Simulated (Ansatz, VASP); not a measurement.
# CuI (Marshite): VASP beside Ansatz

One calculation is typed for both programs; each brings its own data sets. How far apart do they land? Valence electrons are named where the data sets of a main pair hold unlike numbers.

Program: Ansatz 0.2.0. Level of theory: plane waves, with VASP 6.6.1 beside it; band structure at BLYP, dielectric response at PBE and band structure at PBE, spin-orbit coupling. Results are calculated unless marked as measured.

The database entry behind the starting cell differs from later determinations by our own check (about 0.15 % long (mineral sample)), so it need not match the best structure at ambient conditions.

### 1. Set-up

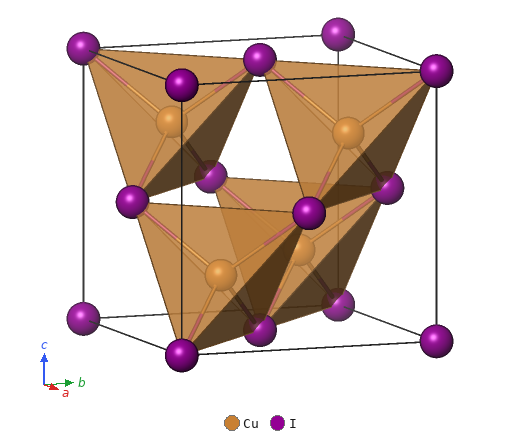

Start, viewed slightly off an axis; copper orange, iodine purple. This picture shows the conventional cell, with its axes. Bonds to atoms that aren't drawn are left out. Some periodic images of atoms are drawn too.

### 2. Ansatz: band structure, BLYP

Ansatz runs on its default PAW (the set named soft_2) files.

The same path points are solved in both programs, so levels can be compared one by one.

The input, input.yaml:

```yaml
crystal:
  lattice:
    - [0.0, 3.0315, 3.0315]
    - [3.0315, 0.0, 3.0315]
    - [3.0315, 3.0315, 0.0]
  atoms:
    - { symbol: Cu, position: [0.25, 0.25, 0.25] }
    - { symbol: I, position: [0.0, 0.0, 0.0] }
hamiltonian:
  xc: blyp
  pseudopotentials: { kind: paw }
kpoints:
  mp_grid: { grid: [4, 4, 4] }
  band_path:
    path:
      - [0.0, 0.0, 0.0]
      - [0.16667, 0.0, 0.16667]
      - [0.33333, 0.0, 0.33333]
      - [0.5, 0.0, 0.5]
      - [0.5, 0.08333, 0.58333]
      - [0.5, 0.18333, 0.68333]
      - [0.5, 0.25, 0.75]
      - [0.45, 0.3, 0.75]
      - [0.40833, 0.34167, 0.75]
      - [0.35, 0.35, 0.7]
      - [0.225, 0.225, 0.45]
      - [0.075, 0.075, 0.15]
      - [0.03333, 0.03333, 0.03333]
      - [0.23333, 0.23333, 0.23333]
      - [0.4, 0.4, 0.4]
      - [0.51667, 0.46667, 0.51667]
      - [0.55833, 0.38333, 0.55833]
      - [0.60833, 0.28333, 0.60833]
      - [0.60833, 0.25, 0.64167]
      - [0.55833, 0.25, 0.69167]
      - [0.51667, 0.25, 0.73333]
      - [0.5, 0.3, 0.7]
      - [0.5, 0.38333, 0.61667]
      - [0.5, 0.48333, 0.51667]
      - [0.475, 0.475, 0.55]
      - [0.425, 0.425, 0.65]
      - [0.38333, 0.38333, 0.73333]
      - [0.59167, 0.18333, 0.59167]
      - [0.55, 0.1, 0.55]
      - [0.5, 0.0, 0.5]
    npoints: 1
scf:
  occupations: { method: gaussian, width: 0.02 }
  n_extra_bands: 7
output:
  forces: true
  stress: true
  eigenvalues: true
```

Command:

```sh
$ ansatz run input.yaml --threads 2 --pin off --max-ram 4608MiB --backend cpu --events-out ev --progress --plain --runs-dir out
```

Numbers of over 12 decimals in the logs are rounded to 6 here.

Output:

```text
scf.n_extra_bands = 7 over 18 filled bands (N_el = 36.0): the run solves 25 bands
Engine: ansatz 0.2.0, aarch64-unknown-linux-gnu
Pseudopotentials: kind: paw
Pseudopotential: Cu, paw, valence charge 19, recommended cutoff 420 eV (normal), Cu.paw.azcp
Pseudopotential: I, paw, valence charge 17, recommended cutoff 420 eV (normal), I.paw.azcp
Functional definition: BLYP
  parameter beta = 0.0042
  parameter a = 0.04918
  parameter b = 0.132
  parameter c = 0.2533
  parameter d = 0.349
  exchange = b88_x(beta = beta)
  correlation = lyp_c(a = a, b = b, c = c, d = d)
Crystal: 2 atoms, lattice volume = 55.719 Å³
Basis set: ecut = 420 eV, 1067 PW (Γ), exchange–correlation on 60×60×60 points (8 copies of the dense FFT grid, shifted against one another)
Bands: 25, of which v1, the nominal top of the filled ones, is band 18 counted from 1 (17 counted from 0)
Symmetry: 24 space group operations
Space group: F-43m (ITA 216), of the structure as read, at distance tolerance 3.8e-5 Å
k-points: 8 of 64 (time reversal used)
Non-local potential: Cu, projectors of the file, l = 0: 3, l = 1: 2, l = 2: 3, l = 3: 1
Non-local potential: I, projectors of the file, l = 0: 2, l = 1: 2, l = 2: 2, l = 3: 2
PAW form: soft (Blöchl's): semilocal exchange-correlation on the pseudo side does not see the compensation charge
PAW frozen core: Cu, regenerated for the run's functional, and the local potential with it (the file was generated under x = pbe(κ = 0.804, μ = 0.219515), c = pbe(β = 0.066725))
PAW frozen core: I, regenerated for the run's functional, and the local potential with it (the file was generated under x = pbe(κ = 0.804, μ = 0.219515), c = pbe(β = 0.066725))
PAW one-centre angular grid: Cu, 590 points (default); XC on 64 Gauss nodes
PAW one-centre angular grid: I, 590 points (default); XC on 64 Gauss nodes
Initial density: superposition of atomic densities (neutral atoms: chi_scale 0, normalization atom), corrected by the library's trained network
Initial wavefunctions: pseudopotential atomic-orbital guess
Functional: x = b88, c = lyp
SCF iter   1: F=—  HF=-14165.264113 eV  |F-HF|=—  |Δ(HF+E_count)|=         —  Δρ=6.42e-3  dr2=2.05e-2  ethr=1.77e-3  ⟨swp⟩=6.5  Hψ=993  notcnv=0
preconditioner: auto → none  [insulator: Δε(μ)=1.233 eV  Ē_g=11.316 eV  σ=0.020 eV  W_gap=1.00  n_scr=14 (ndim 8)  ℏωp=21.1 eV  f_vac=0.179  D(μ)=0.00/eV (n_scr^D=0)  ε∞_Penn≈4.5]
SCF iter   2: F=—  HF=-14165.263790 eV  |F-HF|=—  |Δ(HF+E_count)|=   3.23e-4  Δρ=7.77e-3  dr2=1.84e-2  ethr=5.70e-5  ⟨swp⟩=2.6  Hψ=375  notcnv=0  defer=21
SCF iter   3: F=—  HF=-14165.259670 eV  |F-HF|=—  |Δ(HF+E_count)|=   4.12e-3  Δρ=2.86e-3  dr2=3.52e-3  ethr=5.11e-5  ⟨swp⟩=2.1  Hψ=342  notcnv=0  defer=21
SCF iter   4: F=—  HF=-14165.258926 eV  |F-HF|=—  |Δ(HF+E_count)|=   7.44e-4  Δρ=6.86e-4  dr2=2.05e-4  ethr=9.78e-6  ⟨swp⟩=2.0  Hψ=300  notcnv=0  defer=21
SCF iter   5: F=—  HF=-14165.258897 eV  |F-HF|=—  |Δ(HF+E_count)|=   2.97e-5  Δρ=1.07e-4  dr2=3.09e-6  ethr=5.70e-7  ⟨swp⟩=2.0  Hψ=226  notcnv=0  defer=21
SCF iter   6: F=—  HF=-14165.258902 eV  |F-HF|=—  |Δ(HF+E_count)|=   5.26e-6  Δρ=1.52e-5  dr2=5.41e-8  ethr=2.78e-10  ⟨swp⟩=8.5  Hψ=1150  notcnv=0
SCF iter   7: F=-14165.258902 eV  HF=-14165.258902 eV  |F-HF|=4.35e-9  |Δ(HF+E_count)|=   1.47e-8  Δρ=5.55e-6  dr2=7.60e-9  ethr=1.50e-10  ⟨swp⟩=2.9  Hψ=643  notcnv=0
SCF 1 converged in 7 iterations: F = -14165.258902 eV  dr2 = 7.60e-9
  greatest PAW one-centre occupation: 1.000 electrons in one spin orbital (limit 2), on the Cu atom at site 0 (counted from 0), in its partial waves of l = 0
NSCF: frozen V_eff on 30 k-points
SCF converged after 7 iterations
Free energy (F): -14165.258902 eV
Harris-Foulkes:  -14165.258902 eV  (|F-HF|=4.35e-9)
Internal energy: -14165.258902 eV  (E = F + TS)
E sigma→0 (E₀):  -14165.258902 eV
Fermi energy:    9.077482 eV
--- Per-component energies (eV) ---
  E_band       = -852.184398
  E_kinetic    = 491.449552
  E_local      = -7621.682493  (includes V_loc(G=0)·N_el)
  E_nonlocal   = 306.105322
  E_hartree    = 3548.719500
  E_xc         = -212.772994
  E_vxc        = -237.227157  (∫ρ·V_xc dr)
  E_paw        = -6522.951896  (= ΣΔE_a)
  E_vpaw       = -888.276394  (= ΣTr[D̂ρ^β])
  E_aug_tail   = 0.000326  (compensation charges beyond the density's cutoff)
  E_ewald      = -4154.131452
  E_core_change = 0.005234  (= ΣΔE_core)
  E_smearing   = -0.000000  (= −TS)
  E_closure    = -0.000000  (closes the sum)
  Σ components = -14165.258902   (vs F -14165.258902, Δ=0.00e0)
--- Forces (eV/Å), atoms counted from 1 ---
  atom   1  Cu    -0.00000000     0.00000000     0.00000000
  atom   2  I      0.00000000    -0.00000000    -0.00000000
  max |Σ_I F_I| component: 9.25e-18 eV/Å
--- Stress (GPa, compression-positive) ---
        3.759057       0.000000      -0.000000
        0.000000       3.759057       0.000000
       -0.000000       0.000000       3.759057
  P = ⅓ Tr σ = 3.7591 GPa (37.591 kbar)
--- Band table (eV; the first three rows and the last of 8) ---
  k-point 0: bands = [... 14 lower, 6.6305, 8.4981, 8.4981, 8.4981, 9.6565, 13.4888, 13.4888, 13.4888, ... 3 higher]
  k-point 1: bands = [... 14 lower, 6.6222, 7.2113, 8.1286, 8.1286, 10.7903, 14.0384, 14.0384, 14.0901, ... 3 higher]
  k-point 2: bands = [... 14 lower, 6.6585, 6.7025, 7.7902, 7.7902, 10.6839, 14.0391, 14.0391, 16.0887, ... 3 higher]
  k-point 7: bands = [... 14 lower, 6.6004, 6.7124, 6.8744, 7.2290, 12.9671, 13.3225, 14.6190, 15.0664, ... 3 higher]
```

Run time: 2 s. Hardware: 2 threads of Arm Neoverse V1, shared host; peak memory 0.31 GiB.

### 3. VASP: band structure, BLYP

The same cell, functional (in two slightly different forms), mesh and smearing now go to VASP, with its own data sets.

Lines of VASP's logs that name or quote its potential files are left out, and so is its time.

The input, INCAR:

```
SYSTEM = CuI
PREC = Accurate
ENCUT = 400
EDIFF = 1E-06
NELM = 100
ISMEAR = 0
SIGMA = 0.02
LREAL = .FALSE.
ALGO = Normal
GGA = B5
ALDAX = 1
AGGAX = 1
AGGAC = 1
ALDAC = 0
NBANDS = 21
LORBIT = 11
LWAVE = .FALSE.
LCHARG = .FALSE.
KPAR = 4
```

The input, POSCAR:

```
CuI
1.0
    0.0000000000      3.0315000000      3.0315000000
    3.0315000000      0.0000000000      3.0315000000
    3.0315000000      3.0315000000      0.0000000000
Cu I
1 1
Direct
    0.2500000000      0.2500000000      0.2500000000
    0.0000000000      0.0000000000      0.0000000000
```

The input, KPOINTS:

```
Automatic mesh
0
Gamma
4 4 4
0 0 0
```

The input, KPOINTS_OPT:

```
Line mode
16
Line-mode
Reciprocal
  0.00000000   0.00000000   0.00000000 GAMMA
  0.50000000   0.00000000   0.50000000 X

  0.50000000   0.00000000   0.50000000 X
  0.50000000   0.25000000   0.75000000 W

  0.50000000   0.25000000   0.75000000 W
  0.37500000   0.37500000   0.75000000 K

  0.37500000   0.37500000   0.75000000 K
  0.00000000   0.00000000   0.00000000 GAMMA

  0.00000000   0.00000000   0.00000000 GAMMA
  0.50000000   0.50000000   0.50000000 L

  0.50000000   0.50000000   0.50000000 L
  0.62500000   0.25000000   0.62500000 U

  0.62500000   0.25000000   0.62500000 U
  0.50000000   0.25000000   0.75000000 W

  0.50000000   0.25000000   0.75000000 W
  0.50000000   0.50000000   0.50000000 L

  0.50000000   0.50000000   0.50000000 L
  0.37500000   0.37500000   0.75000000 K

  0.62500000   0.25000000   0.62500000 U
  0.50000000   0.00000000   0.50000000 X
```

Potentials, in the order of the species: Cu and I (PBE family, release 64).

Command:

```sh
$ mpirun -np 4 vasp_std
```

Output:

```text
[banner, memory and clock lines left out]
running    4 mpi-ranks, on    1 nodes
 distrk:  each k-point on    1 cores,    4 groups
 distr:  one band on    1 cores,    1 groups

 POSCAR found type information on POSCAR CuI
 POSCAR found :  2 types and       2 ions
|                                                                             |
|               ----> ADVICE to this user running VASP <----                  |
|                                                                             |
|     You enforced a specific xc type in the INCAR file but a different       |
|     [... a line on the potential file left out ...]
|     I HOPE YOU KNOW WHAT YOU ARE DOING!                                     |
|                                                                             |

 LDA part: xc-table for (Slater(with rela. corr.)+VWN5), standard interpolation
 POSCAR, INCAR and KPOINTS ok, starting setup
 FFT: planning ... GRIDC
 FFT: planning ... GRID_SOFT
 FFT: planning ... GRID
 WAVECAR not read
 entering main loop
       N       E                     dE             d eps       ncg     rms          rms(c)
DAV:   1     0.970679786106E+02    0.97068E+02   -0.60111E+03   336   0.741E+02
DAV:   2     0.308872281702E+01   -0.93979E+02   -0.82934E+02   356   0.186E+02
DAV:   3    -0.456378897513E+01   -0.76525E+01   -0.75145E+01   404   0.573E+01
DAV:   4    -0.476606712778E+01   -0.20228E+00   -0.20202E+00   409   0.842E+00
DAV:   5    -0.477547521954E+01   -0.94081E-02   -0.94065E-02   489   0.208E+00    0.481E+00
DAV:   6    -0.468580536709E+01    0.89670E-01   -0.17644E+00   401   0.314E+01    0.315E+00
DAV:   7    -0.456790726143E+01    0.11790E+00   -0.42136E-01   406   0.180E+01    0.157E+00
DAV:   8    -0.456634722059E+01    0.15600E-02   -0.20641E-02   528   0.130E+00    0.286E-01
DAV:   9    -0.456512385007E+01    0.12234E-02   -0.41844E-03   430   0.161E+00    0.803E-02
DAV:  10    -0.456522132560E+01   -0.97476E-04   -0.28562E-04   414   0.102E-01    0.162E-02
DAV:  11    -0.456522298157E+01   -0.16560E-05   -0.16418E-05   481   0.748E-02    0.638E-03
DAV:  12    -0.456522319801E+01   -0.21645E-06   -0.37171E-06   422   0.322E-02
   1 F= -.45652232E+01 E0= -.45652232E+01  d E =-.526699E-24
 Start KPOINTS_OPT (optional k-point list driver)
k-point batch [1-8\160]
       N       E                     dE             ncg
DAV:   1     0.108952349629E+04    0.16559E+03      341
DAV:   2     0.280409226106E+03   -0.80911E+03      356
DAV:   3     0.213414091536E+03   -0.66995E+02      381
DAV:   4     0.211454802469E+03   -0.19593E+01      409
DAV:   5     0.211366342187E+03   -0.88460E-01      491
DAV:   6     0.211363860893E+03   -0.24813E-02      454
DAV:   7     0.211363821505E+03   -0.39389E-04      499
DAV:   8     0.211363821305E+03   -0.19965E-06      294
[...]
k-point batch [153-160\160]
       N       E                     dE             ncg
DAV:   1     0.944280916586E+03   -0.35874E+04      341
DAV:   2     0.204381890704E+03   -0.73990E+03      361
DAV:   3     0.138429713621E+03   -0.65952E+02      448
DAV:   4     0.136860730280E+03   -0.15690E+01      409
DAV:   5     0.136787226944E+03   -0.73503E-01      507
DAV:   6     0.136785961818E+03   -0.12651E-02      415
DAV:   7     0.136785913365E+03   -0.48453E-04      513
DAV:   8     0.136785913184E+03   -0.18078E-06      345
```

Parts of OUTCAR (step 3):

```text
ion  position               nearest neighbor table
   1  0.250  0.250  0.250-   2 2.63   2 2.63   2 2.63   2 2.63
   2  0.000  0.000  0.000-   1 2.63   1 2.63   1 2.63   1 2.63

  LATTYP: Found a face centered cubic cell.
 ALAT       =     6.0630000000

 Subroutine GETGRP returns: Found 24 space group operations
 (whereof 24 operations were pure point group operations)

The static configuration has the point symmetry T_d .

 Found      8 irreducible k-points:

   k-points           NKPTS =      8   k-points in BZ     NKDIM =      8   number of bands    NBANDS=     21

   dimension x,y,z NGX =    28 NGY =   28 NGZ =   28
   dimension x,y,z NGXF=    56 NGYF=   56 NGZF=   56

   ENCUT  =  400.0 eV  29.40 Ry    5.42 a.u.   6.99  6.99  6.99*2*pi/ulx,y,z

   NELECT =      18.0000    total number of electrons

 k-points in reciprocal lattice and weights: Automatic mesh
   0.00000000  0.00000000  0.00000000       0.016
   0.25000000  0.00000000  0.00000000       0.125
   0.50000000  0.00000000  0.00000000       0.062
   0.25000000  0.25000000  0.00000000       0.094
   0.50000000  0.25000000  0.00000000       0.375
  -0.25000000  0.25000000  0.00000000       0.188
   0.50000000  0.50000000  0.00000000       0.047
  -0.25000000  0.50000000  0.25000000       0.094

 average (electrostatic) potential at core
       1 -65.5489       2 -92.0480

 E-fermi :   4.9403

 k-point     1 :       0.0000    0.0000    0.0000
  band No.  band energies     occupation
    ...
      5       2.9183      2.00000
      6       2.9183      2.00000
      7       4.8012      2.00000
      8       4.8012      2.00000
      9       4.8012      2.00000
     10       6.0122      0.00000
     11       9.7748      0.00000
     12       9.7748      0.00000
     13       9.7748      0.00000
     14      13.0995      0.00000
    ...

 k-point     2 :       0.2500    0.0000    0.0000
  band No.  band energies     occupation
    ...
      5       2.9098      2.00000
      6       2.9098      2.00000
      7       3.5062      2.00000
      8       4.4298      2.00000
      9       4.4298      2.00000
     10       7.1297      0.00000
     11      10.3216      0.00000
     12      10.3216      0.00000
     13      10.3995      0.00000
     14      13.6747      0.00000
    ...

 k-point     3 :       0.5000    0.0000    0.0000
  band No.  band energies     occupation
    ...
      5       2.9457      2.00000
      6       2.9457      2.00000
      7       2.9934      2.00000
      8       4.0904      2.00000
      9       4.0904      2.00000
     10       7.0146      0.00000
     11      10.3172      0.00000
     12      10.3172      0.00000
     13      12.4104      0.00000
     14      14.0403      0.00000
    ...

  Total        1.2747652      1.2747652      1.2747652     -0.0000000      0.0000000      0.0000000
  in kB       36.6554089     36.6554089     36.6554089     -0.0000000      0.0000000      0.0000000
  external PRESSURE =      36.6554089 kB  Pullay stress =       0.0000000 kB

  energy-cutoff  :      400.00
  volume of cell :       55.72
      direct lattice vectors                 reciprocal lattice vectors
     0.000000000  3.031500000  3.031500000    -0.164934851  0.164934851  0.164934851
     3.031500000  0.000000000  3.031500000     0.164934851 -0.164934851  0.164934851
     3.031500000  3.031500000  0.000000000     0.164934851  0.164934851 -0.164934851

 POSITION                                       TOTAL-FORCE (eV/Angst)
 -----------------------------------------------------------------------------------
      1.51575      1.51575      1.51575        -0.000000      0.000000      0.000000
      0.00000      0.00000      0.00000         0.000000     -0.000000     -0.000000
 -----------------------------------------------------------------------------------
    total drift:                               -0.000002     -0.000002     -0.000002

  FREE ENERGIE OF THE ION-ELECTRON SYSTEM (eV)
  ---------------------------------------------------
  free  energy   TOTEN  =        -4.5652231980 eV

  energy  without entropy=       -4.5652231980  energy(sigma->0) =       -4.56522320

 total charge
# of ion       s       p       d       tot
------------------------------------------
    1        0.331   0.264   9.359   9.954
    2        1.509   2.790   0.051   4.349
--------------------------------------------------
tot          1.840   3.054   9.409  14.303

[... 3 further parts left out ...]
```

At this level the cell is under a pressure of 3.7 GPa, so at these settings it is away from equilibrium.

### 4. Comparison

Known differences besides the potentials themselves: the data sets hold 36 valence electrons in Ansatz (on its default PAW (the set named soft_2) files) and 18 in VASP; the cutoff is 420 eV in Ansatz and 400 eV in VASP; Ansatz makes its cores anew for this functional, VASP keeps those of its PBE data sets; VASP leaves aspherical gradient terms in its spheres out (LASPH is not set), Ansatz keeps them; VASP's log shows a relativistic correction to its local exchange, Ansatz's none. Total energies have different zeros and are not compared.

Both answers:

| quantity | Ansatz | VASP | difference |
| --- | --- | --- | --- |
| pressure (GPa) | 3.76 | 3.67 | +0.09 |
| gap over the path points (eV) | 1.158 | 1.211 | -0.053 |

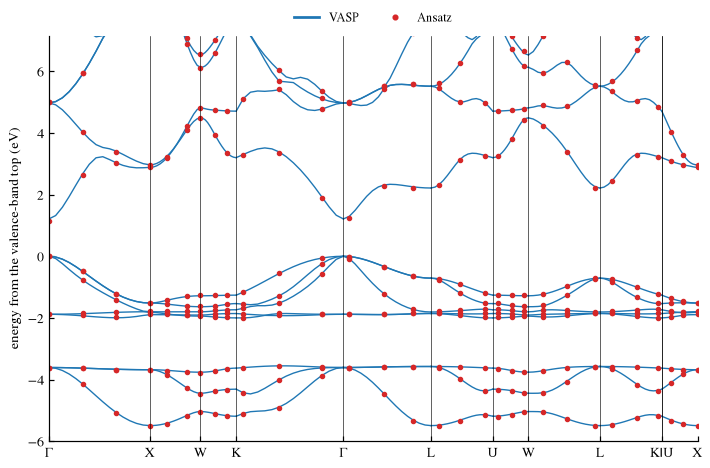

Bands from VASP (lines) and levels from Ansatz (dots). Dots without a line are higher empty bands that the VASP plot leaves out.

Levels at points of the path, from each program's valence-band top (eV; 4 filled, then empty):

| k (reciprocal lattice) | Ansatz | VASP |
| --- | --- | --- |
| 0.000 0.000 0.000 | -1.87 0.00 0.00 0.00 1.16 4.99 4.99 | -1.88 0.00 0.00 0.00 1.21 4.97 4.97 |
| 0.167 0.000 0.167 | -1.85 -0.77 -0.49 -0.49 2.63 4.04 5.93 | -1.86 -0.77 -0.49 -0.49 2.67 4.03 5.91 |
| 0.333 0.000 0.333 | -1.80 -1.41 -1.21 -1.21 3.03 3.40 7.70 | -1.82 -1.41 -1.22 -1.22 3.03 3.41 7.70 |
| 0.500 0.000 0.500 | -1.81 -1.78 -1.51 -1.51 2.88 2.96 9.27 | -1.82 -1.80 -1.52 -1.52 2.88 2.96 9.30 |
| 0.500 0.083 0.583 | -1.86 -1.79 -1.54 -1.42 3.19 3.23 8.51 | -1.87 -1.80 -1.55 -1.43 3.19 3.24 8.50 |
| 0.500 0.183 0.683 | -1.90 -1.79 -1.61 -1.29 4.09 4.23 6.90 | -1.91 -1.80 -1.62 -1.31 4.10 4.22 6.90 |
| 0.500 0.250 0.750 | -1.90 -1.79 -1.62 -1.27 4.47 4.82 6.12 | -1.91 -1.80 -1.64 -1.28 4.49 4.82 6.13 |
| 0.450 0.300 0.750 | -1.86 -1.76 -1.60 -1.26 3.94 4.74 6.59 | -1.88 -1.77 -1.62 -1.27 3.95 4.74 6.58 |
| 0.408 0.342 0.750 | -1.85 -1.73 -1.55 -1.26 3.36 4.71 7.35 | -1.86 -1.74 -1.56 -1.27 3.37 4.72 7.33 |
| 0.350 0.350 0.700 | -1.86 -1.67 -1.54 -1.16 3.29 5.11 7.50 | -1.87 -1.69 -1.55 -1.16 3.30 5.11 7.47 |

Among the levels compared at these points, filled levels agree within 17 meV and empty ones within 53 meV. Ansatz's pressure holds a Pulay correction of 0.04 GPa; VASP's holds none.

### 5. Ansatz: dielectric response, PBE

The response to a field tests empty states and converges slowly with the mesh.

The input, input.yaml:

```yaml
crystal:
  lattice:
    - [0.0, 3.0315, 3.0315]
    - [3.0315, 0.0, 3.0315]
    - [3.0315, 3.0315, 0.0]
  atoms:
    - { symbol: Cu, position: [0.25, 0.25, 0.25] }
    - { symbol: I, position: [0.0, 0.0, 0.0] }
hamiltonian:
  xc: pbe
  pseudopotentials: { kind: paw }
kpoints:
  mp_grid: { grid: [9, 9, 9] }
scf:
  occupations: { method: fixed }
dielectric:
  method: response
```

Command:

```sh
$ ansatz run input.yaml --threads 2 --pin off --max-ram 4608MiB --backend cpu --events-out ev --progress --plain --runs-dir out
```

Output:

```text
[...]
Crystal: 2 atoms, lattice volume = 55.719 Å³
Basis set: ecut = 420 eV, 1067 PW (Γ), exchange–correlation on 60×60×60 points (8 copies of the dense FFT grid, shifted against one another)
Bands: 22, of which v1, the nominal top of the filled ones, is band 18 counted from 1 (17 counted from 0)
Symmetry: 24 space group operations
k-points: 125 of 729 (irreducible under 4 space group operations, time reversal used)
[...]
site 0:
         1.10049   -0.00000    0.00000
         0.00000    1.10049    0.00000
        -0.00000    0.00000    1.10049
    site 1:
        -1.10049    0.00000   -0.00000
        -0.00000   -1.10049   -0.00000
         0.00000   -0.00000   -1.10049
  Z* charge neutrality: 1.971e-4 e pre-enforcement
  solved inside a basis spanned on kpoints, on 10×10×10 k-points, its susceptibility summed on 14×14×14: ε∞ is read to err by 1.7e-2, Z* by 2.0e-2 e (field_mesh: kpoints solves on kpoints); Z* is corrected for what the basis lacks
[key lines of the parts left out:]
SCF converged after 8 iterations
Free energy (F): -14138.366047 eV
Fermi energy:    8.155663 eV
```

Wall time 62 s (2 threads); peak memory 0.81 GiB.

(Part 1 of 2 ends here.)

[Lines on the potential files, build, host, timing and source positions are cut from VASP's logs without a mark.]

[Logs are printed without paths, hosts, clocks, repeated set-up lines and the standing remarks that a program may print on its own settings, such as how far it seeks lower states.]

[Hosts, paths, dates, database ids (printed as entryN), source tags and the programs' standing remarks are cut or masked in the printed files.]
